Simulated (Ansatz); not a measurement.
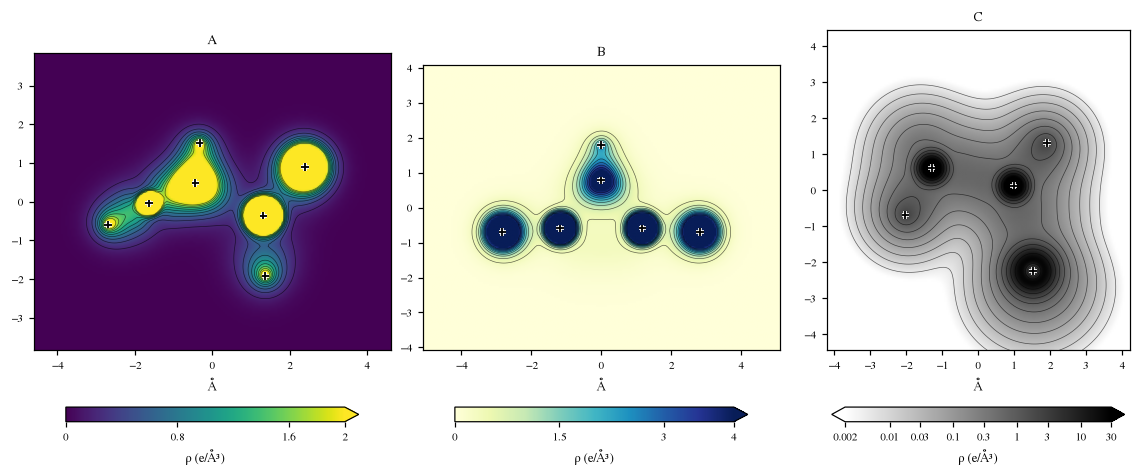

The electron density of 3 systems, each on a plane through atoms (crosses mark nuclei in the plane).

Computed with Ansatz, isolated molecule in a Gaussian basis; Kohn-Sham density functional theory, functional PBE0.

System 1: H$_{4}$Si$_{2}$Sn, the plane of atoms Sn3, Si2 and H7. Geometry: PBE0-D3(BJ)/def2-SVP; core potentials replace the inner electrons of Sn.

```xyz
7

Si   -0.7414   -0.3828    1.1896
Si   -1.5324   -2.3925    0.3221
Sn   -3.9427   -2.7064    0.4992
H    -0.0751    0.4671    0.1530
H     0.2211   -0.5840    2.3182
H    -1.9289    0.3653    1.7152
H    -0.4986   -3.3046   -0.2621
```

System 2: AlBFH$_{3}$N (SMILES B=[NH+][AlH][F]) (charge +1), the molecular plane. Geometry: BLYP-D3(BJ)/def2-SVP.

```xyz
7

Al    0.2334    0.2284    0.4873
B     0.3735    1.6293    3.1064
F    -1.1617   -0.3484   -0.1880
N    -0.3254    1.0278    2.1745
H    -1.3531    0.9233    2.2865
H     1.7458    0.2810    0.1311
H     1.0687    2.1623    3.9092
```

System 3: Al$_{2}$F$_{2}$HN, the molecular plane. Geometry: PBE0-D3(BJ)/def2-SVP.

```
atom    x (Å)    y (Å)    z (Å)
  Al  -1.5251  -0.8112   0.4946
  Al  -2.6377  -2.1211  -1.1013
   F  -0.7468   0.0364   1.6901
   F  -3.4307  -3.1235  -2.1594
   N  -1.9792  -0.4445  -1.2132
   H  -1.9031   0.3148  -1.8896
```

**Which map belongs to which system?**

Panel A is system 2, AlBFH$_{3}$N: the plane holds Al, B, F, N and H. B–N (1.31 Å): ρ is about 2.4 e/Å³ halfway. Panel B is system 3, Al$_{2}$F$_{2}$HN: the plane holds Al, F, N and H. Al–F (1.66 Å): ρ at the midpoint is about 0.89 e/Å³. Panel C is system 1, H$_{4}$Si$_{2}$Sn: the plane holds Si, Sn and H. Si–Si (2.33 Å): the density is about 0.61 e/Å³ at the midpoint.
